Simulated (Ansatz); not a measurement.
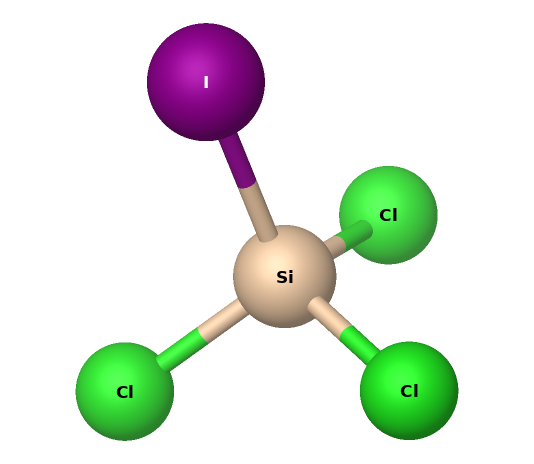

The picture shows a molecular structure as a ball-and-stick model.

Which formula does it have?

Answer. SiICl₃, 5 atoms: 1 silicon, 1 iodine and 3 chlorine.

What is the point group of this geometry?

Answer. C3v.

How many sets of symmetry-equivalent atoms are there?

Answer. 3: 3 Cl, 1 Si, 1 I.

Count the bonded pairs by element.

Answer. 3 Cl–Si, 1 I–Si.

The parts below concern this one geometry. Atoms keep their numbers from picture to picture. Computed geometry: PBE0-D4/def2-TZVP optimisation.

**Shape**

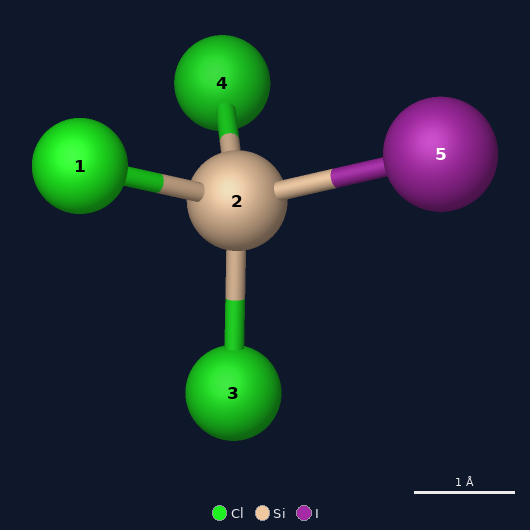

Numbered structure.

What is the geometry at Si2?

Answer. Si2 has 4 neighbours (Cl1 at 2.03, Cl3 at 2.03, Cl4 at 2.03, I5 at 2.41 Å); the arrangement is tetrahedral.

**Vibrations**

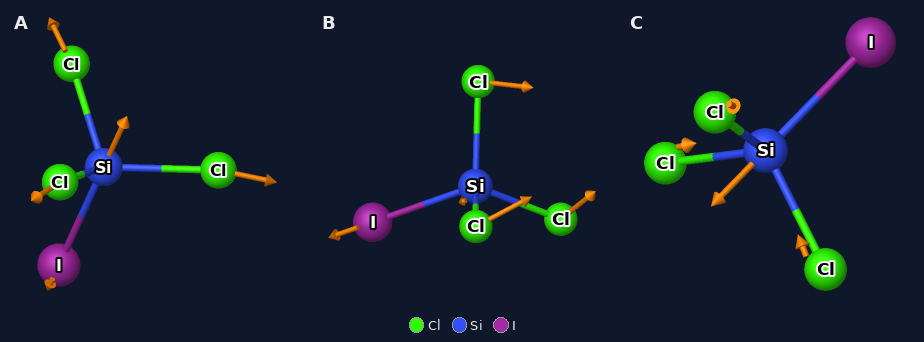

3 normal modes of one molecule or complex, as arrows. Harmonic vibrations computed with RKS PBE0-D4/def2-TZVP, core potentials on I (Ansatz 0.2.0) at a stationary point of the same level.

Match the panels to the wavenumbers 165 cm⁻¹, 335 cm⁻¹, 527 cm⁻¹.

Answer. A: 335 cm⁻¹
B: 165 cm⁻¹
C: 527 cm⁻¹

**Electronic properties**

Method: RKS ωB97M-V/def2-TZVPP, core potentials on I (Ansatz 0.2.0).

Predict the main results.

- dipole moment: 0.38 D
- HOMO energy (Kohn–Sham orbital): −10.37 eV
- LUMO energy (Kohn–Sham orbital): 0.49 eV
- HOMO–LUMO gap: 10.86 eV

**Charges**

The questions are on Mulliken charges. Level of theory: RKS PBE0-D4/def2-TZVP, core potentials on I (Ansatz 0.2.0).

List the Mulliken charges.

| atom | value (e) |
| --- | --- |
| Cl1 | −0.16 |
| Si2 | 0.56 |
| Cl3 | −0.16 |
| Cl4 | −0.16 |
| I5 | −0.08 |

**Thermal motion**

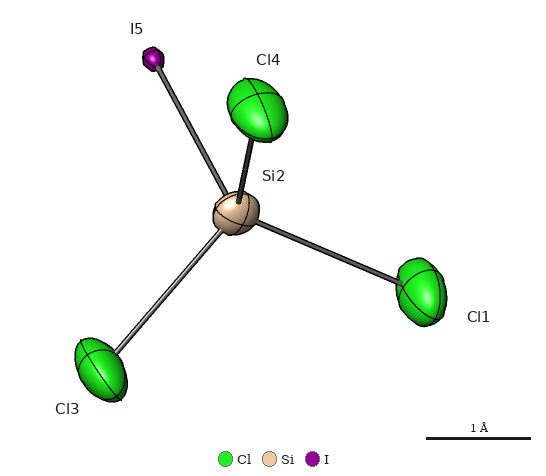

Displacement ellipsoids at the 50 % level, enlarged 3 times, from the internal vibrations of the free molecule (harmonic, no overall translation or rotation; no half-axis is drawn under 0.075 Å). Vibrations computed with RKS PBE0-D4/def2-TZVP, core potentials on I (Ansatz 0.2.0). Temperature: 298 K.

Which atom moves most?

Answer. Cl1, Cl3, Cl4, with U_eq = 0.0046 Å².

List U_eq and the three principal root-mean-square amplitudes for each kind of atom.

| atom | U_eq (Å²) | rms amplitudes (Å) |
| --- | --- | --- |
| Cl1, Cl3, Cl4 | 0.0046 | 0.046, 0.059, 0.090 |
| Si2 | 0.0023 | 0.040, 0.051, 0.051 |
| I5 | 0.00065 | 0.023, 0.023, 0.030 |

Mulliken values depend strongly on the basis set and can even reverse the polarity of a bond.
